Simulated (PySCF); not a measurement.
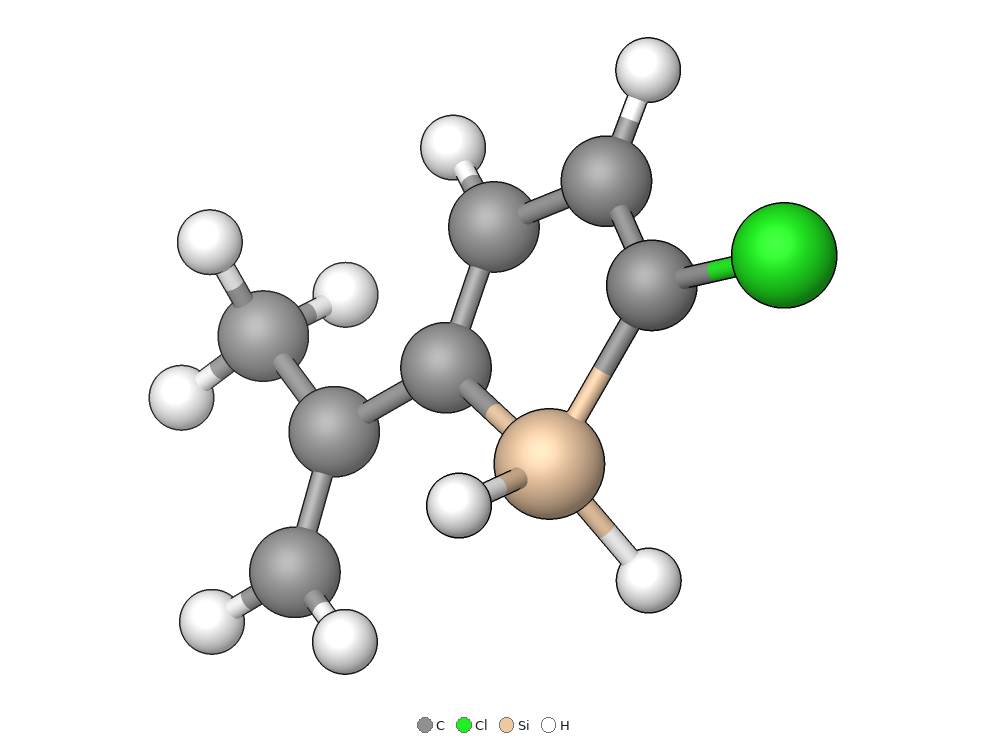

Computed geometry: GFN2-xTB optimisation. No frequency run is at hand to confirm it as a minimum. Properties computed with PBE0/pcSseg-1, gas phase (PySCF 2.14.0).

Estimate the HOMO energy (Kohn–Sham orbital).

Answer. −6.14 eV.

What is the HOMO–LUMO gap?

Answer. 4.13 eV.

Give the dipole moment at this level.

Answer. 1.96 D.

The geometry is semi-empirical. Around Si such bond lengths and angles can be off by a tenth of an ångström or more and by several degrees, and values that hang on the shape move with them.
